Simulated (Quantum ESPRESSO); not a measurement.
# Be K edge of the forms of Be

How far does the Be K near-edge structure depend on which form of Be is probed?

Each spectrum comes from a core-hole supercell calculation (Quantum ESPRESSO XSpectra, LDA, excited-electron core hole (neutral cell), supercells with 5.3 to 6.5 Å between holes, Lorentzian half width 0.4 eV up to 4 eV, rising linearly to 1.75 eV at 25 eV (folded afterwards from narrower runs)). Logs are left out.

## (1) The absorbers

| crystal | absorber's surroundings | own zero (eV) | rising edge (eV) | first and strongest maxima up to 24 eV above its own zero, eV (height) |
| --- | --- | --- | --- | --- |
| Be (Beryllium, P6_3/mmc) | 6 Be at 2.23 Å and 6 Be at 2.29 Å (anticuboctahedral, as in hcp, site symmetry -6m2) | 110.2 | 110.3 | 0.9 eV (1.00), 4.8 eV (1.38), 7.8 eV (1.31) and 12.3 eV (1.49) |
| Be (Im-3m) | 8 Be at 2.17 Å and 6 Be at 2.51 Å (cube and octahedron, as in bcc, site symmetry m-3m) | 110.6 | 110.6 | 0.5 eV (1.10), 4.4 eV (1.55), 10.7 eV (1.47) and 14.2 eV (0.97) |

Volume per atom: 8.11 Å³ (P6_3/mmc) and 7.87 Å³ (Im-3m).

The rising edge is the photon energy at which the scaled intensity first reaches 0.6 (total-energy differences, less 4.4 eV, the free-atom term for the hole's spin); it carries a common error. In the free atom LDA prices this hole about 2 eV below PBE, which is itself good to a few eV.

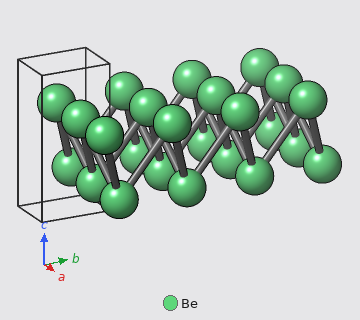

Be (Beryllium, P6_3/mmc) (beryllium green). 3×4×1 cells are drawn.

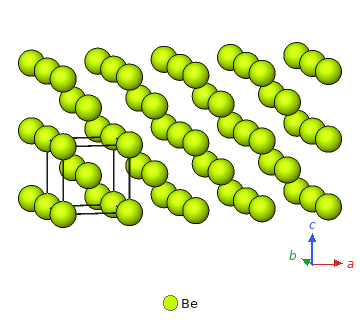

Be (Im-3m) (beryllium green). 4×2×2 conventional cells are drawn. Some periodic images of atoms are drawn too.

## (2) The spectra

Energy from 110.2 eV, the lowest zero; each curve has a mean of 1 over its first 20 eV:

```csv
E (eV),Be P6_3/mmc,Be Im-3m
-2.0,0.08,0.07
-0.5,0.22,0.18
1.0,1.00,1.10
2.5,0.92,0.90
4.0,1.14,1.24
5.5,1.30,1.40
7.0,1.26,1.13
8.5,1.31,1.20
10.0,1.24,1.30
11.5,1.36,1.41
13.0,1.37,1.02
14.5,0.88,0.97
16.0,0.57,0.83
17.5,0.43,0.53
19.0,0.36,0.36
20.5,0.42,0.32
22.0,0.45,0.37
23.5,0.41,0.46
25.0,0.42,0.57
26.5,0.47,0.62
28.0,0.51,0.58
29.5,0.52,0.55
31.0,0.52,0.54
```

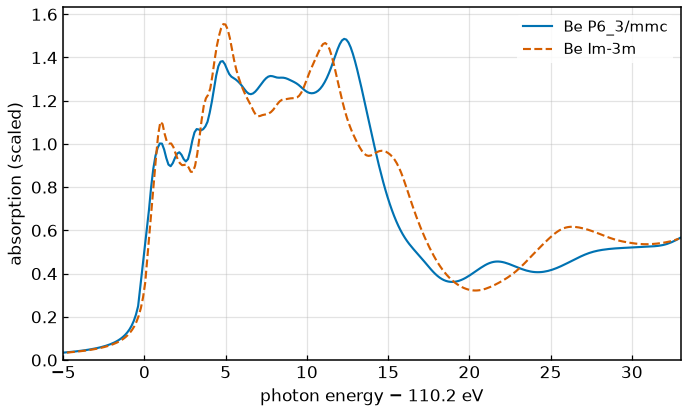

The Be K edges.

## (3) Reading

After the best relative shift (up to 4 eV allowed) the shapes differ by 15 % r.m.s. (of the curve's own r.m.s. level). Between 0 and 20 eV on the axis shown, they part most near 12.6 eV, where Be (Beryllium, P6_3/mmc) is higher by 0.4. The rising edges span 0.3 eV, lowest for Be (Beryllium, P6_3/mmc). The computed edges of the forms differ. How much of a difference is left by the finite cells wasn't tested for these crystals. A K edge sees empty p states on the absorber.

 Lifetime broadening is put in by hand, and intensities beyond about 20 eV depend on it. Some cells keep the holes under 6.5 Å apart, so shapes are probably not fully converged. The structures are entries of the Crystallography Open Database and the Materials Project (computed), used as given.

[Logs are printed without paths, hosts, clocks, repeated set-up lines and the standing remarks that a program may print on its own settings, such as how far it seeks lower states.]

[Hosts, paths, dates, database ids (printed as entryN), source tags and the programs' standing remarks are cut or masked in the printed files.]
